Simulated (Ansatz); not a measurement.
# Isomers of C3H5NO

4 of its isomers, all singlets with charge 0: A = `OC1=NCC1`; B = `C1=NCOC1`; C = acrylamide `C=CC(N)=O`; D = 3-hydroxypropionitrile `N#CCCO`.

Shapes, held fixed at every level: PBE0-D4/def2-TZVP. Flexible molecules stand in one conformer, not always the lowest. Programs: Ansatz 0.2.0.

Electronic energies in kJ/mol, without zero-point or thermal terms.

```csv
level,kind,B − A,C − A,D − A
SPW92/def2-TZVPP,LDA,-3.3,-80.6,+3.4
B3LYP-D4/def2-TZVPP,global hybrid,-15.0,-113.2,-55.2
PBE0-D4/def2-TZVPP,global hybrid,-6.3,-87.3,-27.5
wB97M-V/def2-TZVPP,range-separated hybrid,-8.2,-93.4,-46.7
wB97X-V/def2-TZVPP,range-separated hybrid,-11.9,-87.2,-40.8
MP2/def2-TZVPP,perturbation theory,-4.0,-87.3,-62.0
CCSD(T)/CBS estimate,coupled cluster or CI,-11.3,-94.5,-57.2
```

The highest level, CCSD(T)/CBS estimate, puts C lowest of these. All levels agree on that. The B − A difference spans -15.0 to -3.3 kJ/mol over the levels. The CBS estimate extrapolates MP2 from def2-TZVPP and def2-QZVPP and adds CCSD(T) − MP2 in the triple-zeta set, cores frozen.

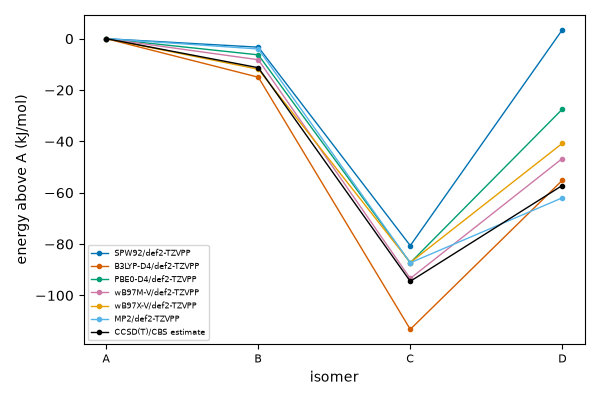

Relative energies of the isomers.
